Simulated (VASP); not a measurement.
# ZrTiSi2: structure and properties in VASP, part 5 of 6

Aim: relax ZrTiSi2, then compute properties on the relaxed cell. The cell is invented: it takes the structure of a Materials Project entry for ZrTiC2 (space group 166 there), with some of its atoms replaced by other elements, volume scaled by an estimate. It may not be a known or stable phase. The atoms of the start are displaced at random from the sites of a R-3m cell.

VASP 6.6.1, plane waves and PAW; the level of theory is named at each step.

Still holding for the runs below: The k-mesh is coarse for a metal.

So far. Step 9 (Volume scan with LDA, volume scale 0.96): The run ends at a pressure of 5.78 GPa, with forces up to 0.035 eV/Å.

## Step 10: Volume scan with LDA, volume scale 0.98

Level of this step: LDA; plane waves and PAW (Zr_sv, Ti_sv, Si); invented cell (VASP).

INCAR

```
SYSTEM = ZrTiSi2
PREC = Accurate
ENCUT = 400
EDIFF = 1E-06
NELM = 100
ISMEAR = -1
SIGMA = 0.05
LREAL = .FALSE.
ALGO = Normal
GGA = CA
NBANDS = 22
LORBIT = 11
LWAVE = .FALSE.
LCHARG = .FALSE.
KPAR = 2
ISIF = 2
```

POSCAR

```
ZrTiSi2
1.0
    1.8479888844      1.0669368837      5.6446473111
   -1.8479888844      1.0669368837      5.6446473111
    0.0000000000     -2.1338737575      5.6446473111
Zr Ti Si
1 1 2
Direct
    0.0000000000      0.0000000000      0.0000000000
    0.5000000000      0.5000000000      0.5000000000
    0.2426801816      0.2426801816      0.2426801816
    0.7573198184      0.7573198184      0.7573198184
```

KPOINTS

```
Automatic mesh
0
Gamma
6 6 6
0 0 0
```

Potentials, in the order of the species: Zr_sv, Ti_sv and Si (LDA family, release 64).

Started as:

```sh
mpirun -np 2 vasp_std
```

Log:

```text
[... set-up lines as in an earlier step ...]
 entering main loop
       N       E                     dE             d eps       ncg     rms          rms(c)
DAV:   1     0.268754098522E+03    0.26875E+03   -0.13690E+04  1408   0.126E+03
DAV:   2    -0.964383202619E+01   -0.27840E+03   -0.26850E+03  1498   0.383E+02
DAV:   3    -0.342181824901E+02   -0.24574E+02   -0.23500E+02  2574   0.952E+01
DAV:   4    -0.353976840582E+02   -0.11795E+01   -0.11739E+01  1762   0.190E+01
[...]
DAV:  12    -0.322425144176E+02    0.10029E-03   -0.25430E-04  1992   0.144E-01    0.325E-02
DAV:  13    -0.322425131085E+02    0.13091E-05   -0.33170E-05  1972   0.454E-02    0.106E-02
DAV:  14    -0.322425130647E+02    0.43799E-07   -0.13820E-06  1284   0.904E-03
   1 F= -.32242513E+02 E0= -.32239116E+02  d E =-.679458E-02
```

Run time: 29 s. Hardware: 2 MPI ranks of Intel Xeon Platinum 8259CL at 2.50GHz (Skylake/Cascade Lake), shared host; peak memory 0.39 GiB.

Parts of OUTCAR (step 10):

```text
  Total        1.1769147      1.1769148      1.1291203      0.0000000      0.0000000      0.0000000
  in kB       28.2377081     28.2377081     27.0909754      0.0000000      0.0000000      0.0000000
  external PRESSURE =      27.8554638 kB  Pullay stress =       0.0000000 kB

 POSITION                                       TOTAL-FORCE (eV/Angst)
 -----------------------------------------------------------------------------------
      0.00000      0.00000      0.00000        -0.000000     -0.000000     -0.000000
      0.00000      0.00000      8.46697         0.000000     -0.000000      0.000000
      0.00000      0.00000      4.10953        -0.000000     -0.000000     -0.014383
      0.00000      0.00000     12.82441        -0.000000      0.000000      0.014383
 -----------------------------------------------------------------------------------
    total drift:                                0.000000      0.000000     -0.000000

  FREE ENERGIE OF THE ION-ELECTRON SYSTEM (eV)
  ---------------------------------------------------
  free  energy   TOTEN  =       -32.2425130647 eV

  energy  without entropy=      -32.2357184802  energy(sigma->0) =      -32.23911577

[... 1 part as in an earlier step ...]

[... 2 further parts left out ...]
[key lines of the parts left out:]
E-fermi :   9.1516
```

The pressure falls from 5.78 to 2.79 GPa.

The run ends at a pressure of 2.79 GPa, with forces up to 0.014 eV/Å.

## Step 11: Volume scan with LDA, volume scale 1

INCAR is that of step 10.

POSCAR

```
ZrTiSi2
1.0
    1.8604756746      1.0741461354      5.6827879769
   -1.8604756746      1.0741461354      5.6827879769
    0.0000000000     -2.1482922608      5.6827879769
Zr Ti Si
1 1 2
Direct
    0.0000000000      0.0000000000      0.0000000000
    0.5000000000      0.5000000000      0.5000000000
    0.2426801816      0.2426801816      0.2426801816
    0.7573198184      0.7573198184      0.7573198184
```

KPOINTS is that of step 10.

Started as:

```sh
mpirun -np 2 vasp_std
```

Log:

```text
[... set-up lines as in an earlier step ...]
 entering main loop
       N       E                     dE             d eps       ncg     rms          rms(c)
[... 1 cycle as in an earlier step ...]
DAV:   2    -0.895685154229E+01   -0.28172E+03   -0.27165E+03  1508   0.386E+02
DAV:   3    -0.340795748518E+02   -0.25123E+02   -0.24304E+02  2496   0.985E+01
DAV:   4    -0.354999161777E+02   -0.14203E+01   -0.14127E+01  1836   0.206E+01
[... 3 cycles as in an earlier step ...]
DAV:   8    -0.322843894761E+02    0.48480E+00   -0.11871E+00  1902   0.803E+00    0.290E+00
DAV:   9    -0.322632500780E+02    0.21139E-01   -0.30896E-01  2050   0.373E+00    0.916E-01
DAV:  10    -0.322564429115E+02    0.68072E-02   -0.41645E-02  1882   0.181E+00    0.239E-01
DAV:  11    -0.322568032157E+02   -0.36030E-03   -0.12534E-03  1786   0.288E-01    0.114E-01
DAV:  12    -0.322567037947E+02    0.99421E-04   -0.26269E-04  1994   0.141E-01    0.313E-02
DAV:  13    -0.322567039001E+02   -0.10532E-06   -0.28606E-05  1956   0.413E-02    0.111E-02
DAV:  14    -0.322567038486E+02    0.51458E-07   -0.13402E-06  1472   0.872E-03
   1 F= -.32256704E+02 E0= -.32253340E+02  d E =-.672813E-02
```

The job ended after 30 s (2 MPI ranks; peak memory 0.4 GiB).

Parts of OUTCAR (step 11):

```text
  Total        0.0384046      0.0384046      0.0115231     -0.0000000      0.0000000      0.0000000
  in kB        0.9030117      0.9030117      0.2709437     -0.0000000      0.0000000      0.0000000
  external PRESSURE =       0.6923224 kB  Pullay stress =       0.0000000 kB

 POSITION                                       TOTAL-FORCE (eV/Angst)
 -----------------------------------------------------------------------------------
      0.00000      0.00000      0.00000         0.000000     -0.000000      0.000000
      0.00000      0.00000      8.52418        -0.000000     -0.000000      0.000000
      0.00000      0.00000      4.13730         0.000000      0.000000      0.005444
      0.00000      0.00000     12.91106         0.000000     -0.000000     -0.005444
 -----------------------------------------------------------------------------------
    total drift:                                0.000000      0.000000     -0.000000

  FREE ENERGIE OF THE ION-ELECTRON SYSTEM (eV)
  ---------------------------------------------------
  free  energy   TOTEN  =       -32.2567038486 eV

  energy  without entropy=      -32.2499757220  energy(sigma->0) =      -32.25333979

[... 2 parts as in an earlier step ...]

[... 1 further part left out ...]
[key lines of the parts left out:]
E-fermi :   8.9145
```

The pressure falls from 2.79 to 0.07 GPa.

The run ends at a pressure of 0.07 GPa, with forces up to 0.0054 eV/Å.

## Step 12: Volume scan with LDA, volume scale 1.02

INCAR is that of step 11.

POSCAR

```
ZrTiSi2
1.0
    1.8727970646      1.0812598933      5.7204234312
   -1.8727970646      1.0812598933      5.7204234312
    0.0000000000     -2.1625197765      5.7204234312
Zr Ti Si
1 1 2
Direct
    0.0000000000      0.0000000000      0.0000000000
    0.5000000000      0.5000000000      0.5000000000
    0.2426801816      0.2426801816      0.2426801816
    0.7573198184      0.7573198184      0.7573198184
```

KPOINTS is that of step 11.

Started as:

```sh
mpirun -np 2 vasp_std
```

Log:

```text
[... set-up lines as in an earlier step ...]
 entering main loop
       N       E                     dE             d eps       ncg     rms          rms(c)
DAV:   1     0.269814184768E+03    0.26981E+03   -0.13680E+04  1408   0.125E+03
DAV:   2    -0.836977992157E+01   -0.27818E+03   -0.26780E+03  1462   0.381E+02
DAV:   3    -0.340772127775E+02   -0.25707E+02   -0.24718E+02  2480   0.977E+01
DAV:   4    -0.355765750648E+02   -0.14994E+01   -0.14906E+01  1808   0.208E+01
[...]
DAV:  12    -0.322487144321E+02    0.66740E-04   -0.25389E-04  1960   0.133E-01    0.280E-02
DAV:  13    -0.322487161854E+02   -0.17533E-05   -0.20059E-05  1836   0.321E-02    0.968E-03
DAV:  14    -0.322487159185E+02    0.26687E-06   -0.13224E-06  1282   0.829E-03
   1 F= -.32248716E+02 E0= -.32245428E+02  d E =-.657578E-02
```

It took 30 s on 2 MPI ranks; peak memory 0.41 GiB.

OUTCAR, selected parts (step 12):

```text
  Total       -1.0362100     -1.0362100     -1.0391413     -0.0000000     -0.0000000      0.0000000
  in kB      -23.8868088    -23.8868088    -23.9543810     -0.0000000     -0.0000000      0.0000000
  external PRESSURE =     -23.9093329 kB  Pullay stress =       0.0000000 kB

 POSITION                                       TOTAL-FORCE (eV/Angst)
 -----------------------------------------------------------------------------------
      0.00000      0.00000      0.00000         0.000000     -0.000000      0.000000
      0.00000      0.00000      8.58064        -0.000000     -0.000000     -0.000000
      0.00000      0.00000      4.16470        -0.000000      0.000000      0.023850
      0.00000      0.00000     12.99657        -0.000000     -0.000000     -0.023850
 -----------------------------------------------------------------------------------
    total drift:                                0.000000      0.000000     -0.000000

  FREE ENERGIE OF THE ION-ELECTRON SYSTEM (eV)
  ---------------------------------------------------
  free  energy   TOTEN  =       -32.2487159185 eV

  energy  without entropy=      -32.2421401411  energy(sigma->0) =      -32.24542803

[... 1 part as in an earlier step ...]

[... 2 further parts left out ...]
[key lines of the parts left out:]
E-fermi :   8.6851
```

The pressure falls from 0.07 to -2.39 GPa, so it vanishes between these two volumes.

## Step 13: Volume scan with LDA, volume scale 1.04

INCAR is that of step 12.

POSCAR

```
ZrTiSi2
1.0
    1.8849584253      1.0882812582      5.7575700787
   -1.8849584253      1.0882812582      5.7575700787
    0.0000000000     -2.1765625062      5.7575700787
Zr Ti Si
1 1 2
Direct
    0.0000000000      0.0000000000      0.0000000000
    0.5000000000      0.5000000000      0.5000000000
    0.2426801816      0.2426801816      0.2426801816
    0.7573198184      0.7573198184      0.7573198184
```

KPOINTS is that of step 12.

Started as:

```sh
mpirun -np 2 vasp_std
```

Log:

```text
[... set-up lines as in an earlier step ...]
 entering main loop
       N       E                     dE             d eps       ncg     rms          rms(c)
DAV:   1     0.268655189586E+03    0.26866E+03   -0.13537E+04  1408   0.125E+03
DAV:   2    -0.925766345521E+01   -0.27791E+03   -0.26787E+03  1462   0.381E+02
DAV:   3    -0.342165434291E+02   -0.24959E+02   -0.24078E+02  2516   0.970E+01
DAV:   4    -0.356398767313E+02   -0.14233E+01   -0.14152E+01  1854   0.203E+01
[...]
DAV:  12    -0.322205669717E+02    0.53737E-04   -0.29614E-04  1956   0.135E-01    0.254E-02
DAV:  13    -0.322205690411E+02   -0.20694E-05   -0.20237E-05  1864   0.346E-02    0.930E-03
DAV:  14    -0.322205688366E+02    0.20452E-06   -0.10477E-06  1262   0.724E-03
   1 F= -.32220569E+02 E0= -.32217374E+02  d E =-.639048E-02
```

It took 30 s on 2 MPI ranks; peak memory 0.41 GiB.

Parts of OUTCAR (step 13):

```text
  Total       -2.0586791     -2.0586791     -2.0281947      0.0000000     -0.0000000      0.0000000
  in kB      -46.5442289    -46.5442289    -45.8550138      0.0000000     -0.0000000      0.0000000
  external PRESSURE =     -46.3144905 kB  Pullay stress =       0.0000000 kB

 POSITION                                       TOTAL-FORCE (eV/Angst)
 -----------------------------------------------------------------------------------
      0.00000      0.00000      0.00000        -0.000000     -0.000000     -0.000000
      0.00000      0.00000      8.63636         0.000000     -0.000000     -0.000000
      0.00000      0.00000      4.19174        -0.000000      0.000000      0.041627
      0.00000      0.00000     13.08097        -0.000000     -0.000000     -0.041627
 -----------------------------------------------------------------------------------
    total drift:                                0.000000      0.000000     -0.000000

  FREE ENERGIE OF THE ION-ELECTRON SYSTEM (eV)
  ---------------------------------------------------
  free  energy   TOTEN  =       -32.2205688366 eV

  energy  without entropy=      -32.2141783578  energy(sigma->0) =      -32.21737360

[... 1 part as in an earlier step ...]

[... 2 further parts left out ...]
[key lines of the parts left out:]
E-fermi :   8.4636
```

The pressure falls from -2.39 to -4.63 GPa.

The run ends at a pressure of -4.63 GPa, with forces up to 0.042 eV/Å.

## Step 14: Volume scan with LDA, volume scale 1.06

A prediction first. A parabola through the 6 pressures of evenly scaled cells so far, P = 0.06 -129.7 t +259 t² GPa with t = ln(V/V₁) and V₁ the volume at scale 1, gives -6.61 GPa at t = +0.0583.

INCAR is that of step 13.

POSCAR

```
ZrTiSi2
1.0
    1.8969648536      1.0952131728      5.7942434884
   -1.8969648536      1.0952131728      5.7942434884
    0.0000000000     -2.1904263354      5.7942434884
Zr Ti Si
1 1 2
Direct
    0.0000000000      0.0000000000      0.0000000000
    0.5000000000      0.5000000000      0.5000000000
    0.2426801816      0.2426801816      0.2426801816
    0.7573198184      0.7573198184      0.7573198184
```

KPOINTS is that of step 13.

Started as:

```sh
mpirun -np 2 vasp_std
```

Log:

```text
[... set-up lines as in an earlier step ...]
 entering main loop
       N       E                     dE             d eps       ncg     rms          rms(c)
DAV:   1     0.266850200459E+03    0.26685E+03   -0.13528E+04  1408   0.124E+03
DAV:   2    -0.102659865545E+02   -0.27712E+03   -0.26758E+03  1488   0.378E+02
DAV:   3    -0.343866238640E+02   -0.24121E+02   -0.23289E+02  2482   0.951E+01
DAV:   4    -0.356880394018E+02   -0.13014E+01   -0.12946E+01  1838   0.194E+01
[...]
DAV:  12    -0.321742076104E+02    0.31839E-04   -0.30071E-04  1982   0.131E-01    0.245E-02
DAV:  13    -0.321742067770E+02    0.83336E-06   -0.29038E-05  1960   0.434E-02    0.865E-03
DAV:  14    -0.321742066602E+02    0.11687E-06   -0.13729E-06  1322   0.844E-03
   1 F= -.32174207E+02 E0= -.32171096E+02  d E =-.622153E-02
```

The job ended after 30 s (2 MPI ranks; peak memory 0.4 GiB; 58 s of CPU time).

From OUTCAR (step 14):

```text
  Total       -3.0292779     -3.0292779     -2.9588152      0.0000000     -0.0000000      0.0000000
  in kB      -67.1960533    -67.1960534    -65.6330361      0.0000000     -0.0000000      0.0000000
  external PRESSURE =     -66.6750476 kB  Pullay stress =       0.0000000 kB

 POSITION                                       TOTAL-FORCE (eV/Angst)
 -----------------------------------------------------------------------------------
      0.00000      0.00000      0.00000         0.000000     -0.000000      0.000000
      0.00000      0.00000      8.69137        -0.000000     -0.000000     -0.000000
      0.00000      0.00000      4.21844         0.000000      0.000000      0.058877
      0.00000      0.00000     13.16429         0.000000     -0.000000     -0.058877
 -----------------------------------------------------------------------------------
    total drift:                                0.000000      0.000000     -0.000000

  FREE ENERGIE OF THE ION-ELECTRON SYSTEM (eV)
  ---------------------------------------------------
  free  energy   TOTEN  =       -32.1742066602 eV

  energy  without entropy=      -32.1679851339  energy(sigma->0) =      -32.17109590

[... 1 part as in an earlier step ...]

[... 2 further parts left out ...]
[key lines of the parts left out:]
E-fermi :   8.2500
```

The pressure falls from -4.63 to -6.67 GPa. The parabola predicted -6.61 GPa, +0.05 GPa off.

## Step 15: Side by side

Times are for 2 MPI ranks of Intel Xeon Platinum 8259CL at 2.50GHz (Skylake/Cascade Lake), shared host. The series side by side:

| no. | volume scale | energy above the lowest point (meV/atom) | pressure (GPa) | time | memory (GiB) |
| --- | --- | --- | --- | --- | --- |
| 1 | 0.94 | 29.52 | 9.087 | 29 s | 0.41 |
| 2 | 0.96 | 13.2 | 5.780 | 29 s | 0.4 |
| 3 | 0.98 | 3.56 | 2.786 | 29 s | 0.39 |
| 4 | 1 | 0 | 0.06923 | 30 s | 0.4 |
| 5 | 1.02 | 1.98 | -2.391 | 30 s | 0.41 |
| 6 | 1.04 | 8.99 | -4.631 | 30 s | 0.41 |
| 7 | 1.06 | 20.56 | -6.668 | 30 s | 0.4 |

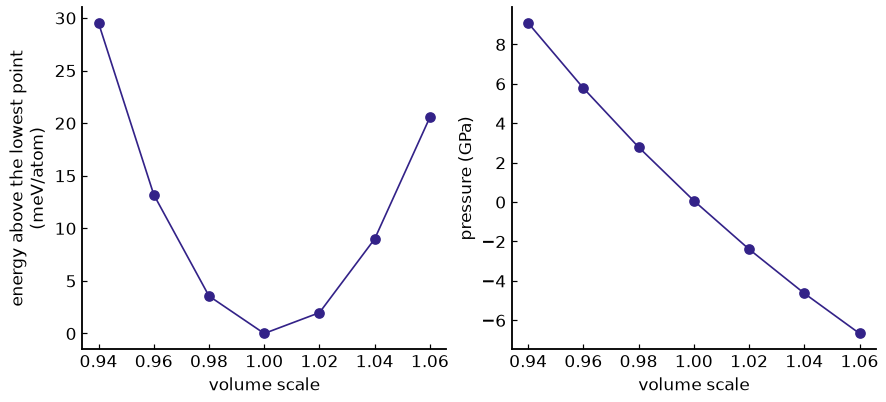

The series as plots.

## Step 16: Fit for LDA

This step: Birch-Murnaghan fit, LDA; plane waves and PAW; invented cell (VASP 6.6.1).

This step runs nothing: it gathers the runs above.

This step gave:

* pressure derivative of the bulk modulus: 3.771
* r.m.s. error of the fit: 3.39e-6 eV/atom
* minimum inside the sampled range: yes
* bulk modulus: 128.7 GPa
* equilibrium volume of the fit: 17.08 Å³/atom

Table of energy above the fitted minimum by volume:

| volume (Å³/atom) | energy above the fitted minimum (eV/atom) |
| --- | --- |
| 16.013 | 0.0296 |
| 16.354 | 0.0132 |
| 16.694 | 0.00360 |
| 17.035 | 4.1e-5 |
| 17.376 | 0.00202 |
| 17.716 | 0.00903 |
| 18.057 | 0.0206 |

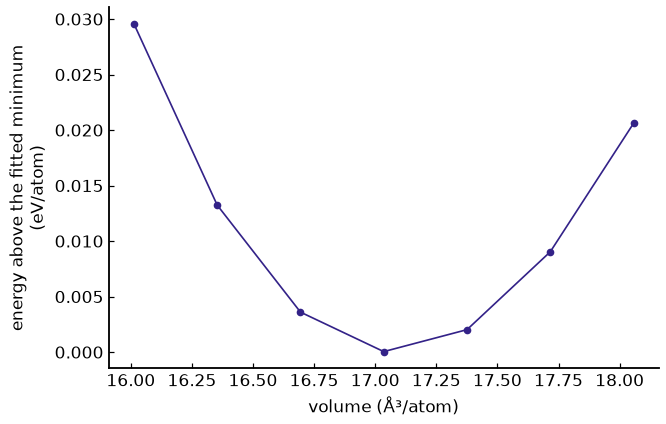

Energy above the fitted minimum, plotted against volume.

The fitted volume lies +0.25 % from the relaxed one. At a finite cutoff and mesh the minimum of the energy and the zero of the stress don't quite coincide, and the relaxation stops at a threshold. The atoms bear forces along the scan, since they were held; freeing them would lower the modulus.

(Part 5 of 6 ends here.)

[Lines on the potential files, build, host, timing and source positions are cut from VASP's logs without a mark.]

[Logs are printed without paths, hosts, clocks, repeated set-up lines and the standing remarks that a program may print on its own settings, such as how far it seeks lower states.]

[Hosts, paths, dates, database ids (printed as entryN), source tags and the programs' standing remarks are cut or masked in the printed files.]

[A measured line is paired with the nearest computed mode of its activity, which favours agreement.]
